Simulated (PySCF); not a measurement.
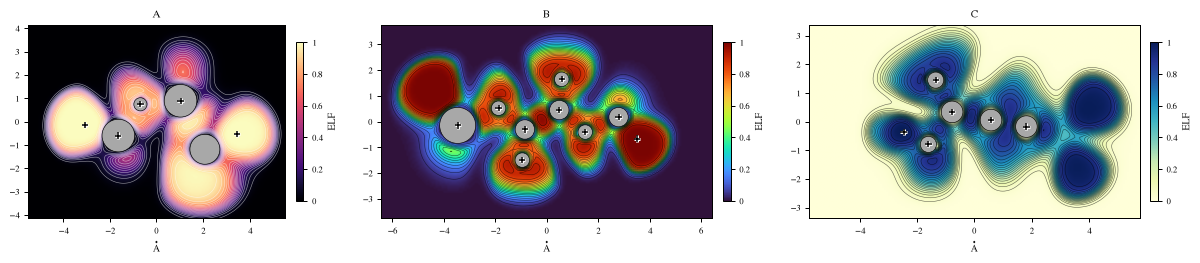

The electron localisation function of 3 systems, each on a plane through atoms (crosses mark nuclei in the plane; grey discs cover the cores).

Level of theory: DFT single point, gas phase, functional PBE0 (PySCF).

System 1: H$_{7}$OSi$_{3}$ (SMILES [SiH2-][SiH2]O[SiH3]) (charge −1), the plane of atoms Si1, O2 and Si3. Geometry: PBE0-D3(BJ)/def2-SVP.

```xyz
11

Si    2.0323   -0.3846    0.3775
O     1.0698   -0.5295   -0.9431
Si   -0.5746   -0.0575   -1.1830
Si   -1.5579    0.6669    0.8200
H     3.3239   -1.0960    0.0681
H     1.4827   -1.0291    1.6131
H     2.4104    1.0278    0.7113
H    -0.4864    1.0435   -2.2255
H    -1.1016   -1.2204   -2.0042
H    -2.7834    1.1782    0.0293
H    -2.1646   -0.7163    1.1372
```

System 2: C$_{3}$H$_{6}$O$_{4}$Si, the plane of atoms O4, C3 and C5. Geometry: PBE0-D3(BJ)/def2-SVP.

```xyz
14

C    -3.0419   -0.4179   -0.2992
O    -1.6715   -0.4022   -0.6656
C    -0.8308   -0.0247    0.2835
O    -1.1331    0.2969    1.3974
C     0.6118   -0.0623   -0.2374
O     0.9277   -0.5036   -1.3087
O     1.4594    0.4418    0.6434
Si    3.1331    0.4692    0.2391
H    -3.3766    0.5886   -0.0072
H    -3.5915   -0.7625   -1.1818
H    -3.2089   -1.0990    0.5481
H     3.3379    1.2993   -0.9763
H     3.6208   -0.9215    0.0480
H     3.7558    1.0985    1.4301
```

System 3: C$_{4}$H$_{4}$O$_{2}$ (charge −1, doublet), the plane of atoms C4, O6 and H10. Geometry: PBE0-D3(BJ)/def2-SVP.

```xyz
10

C    -2.0947    0.0714    0.4281
C    -0.8599    0.3373   -0.3477
C     0.3953    0.1977   -0.2243
C     1.7806    0.1823   -0.3058
O     2.6024    1.0423    0.0706
O     2.3125   -0.9960   -0.8505
H    -1.9115   -0.3406    1.4481
H    -2.7539   -0.6479   -0.0942
H    -2.7011    0.9880    0.5565
H     3.2570   -0.8053   -0.7713
```

Which map belongs to which system?

Answer. Panel A is system 1, H$_{7}$OSi$_{3}$: the plane holds Si, O and H. Si–O (1.64 Å): the ELF peaks at about 0.85 between the atoms; a shared but strongly polarised pair. Panel B is system 2, C$_{3}$H$_{6}$O$_{4}$Si: the plane holds C, O, Si and H. C–O (1.20 Å): the ELF peaks at about 0.85 between the atoms (a short, multiple covalent bond). Panel C is system 3, C$_{4}$H$_{4}$O$_{2}$: the plane holds C, O and H. C–O (1.25 Å): the ELF peaks at about 0.85 between the atoms (a short, strongly polar bond).
